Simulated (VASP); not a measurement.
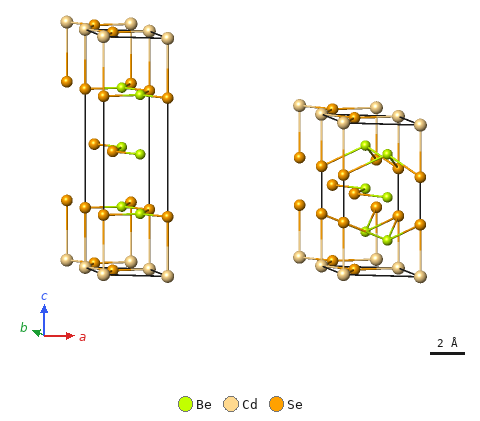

Two geometries of solid Be3CdSe4 (a generated structure, set up in P-6m2), drawn at one scale. One is the start of a relaxation, the other its converged end. A ball-and-stick model of the cell of the calculation, repeated 1 × 2 × 1 with one cell outlined, seen slightly off an axis.

All numbers below come from Kohn-Sham DFT of a periodic cell, PBE, VASP PAW PBE potentials, recommended (VASP). Settings: plane-wave cutoff 520 eV; k-point mesh 4 × 4 × 2; occupations gaussian; smearing width 0.15 eV; no spin polarisation.

Which geometry has the lower energy?

Answer. The left one is the relaxed one. The run lets cell and atoms move. The largest moves relative to the cell, 1.34 Å, are those of Se atoms. By element the largest moves are Se 1.34 Å, Be 0.49 Å. Cd stays in place. The drawn cell changes as follows: a = b 4.774 → 3.984 Å (−16.5 %), c 9.214 → 14.456 Å (+56.9 %); the volume changes by +9.3 %. Among the contacts that change: Se–Se 2.885 → 7.214 Å, Se–Se 3.111 → 4.278 Å, Be–Se 2.995 → 2.300 Å, Cd–Se 3.164 → 3.621 Å. The space group stays P-6m2 (No. 187). After 16 geometry steps the energy has fallen by 869 meV per atom. The largest force component goes from 1.6 to 0.024 eV/Å. Pressure: −7.94 GPa at the start and −0.24 GPa at the end. It ran on 4 threads of Intel(R) Xeon(R) 6975P-C (Granite Rapids) (shared host).
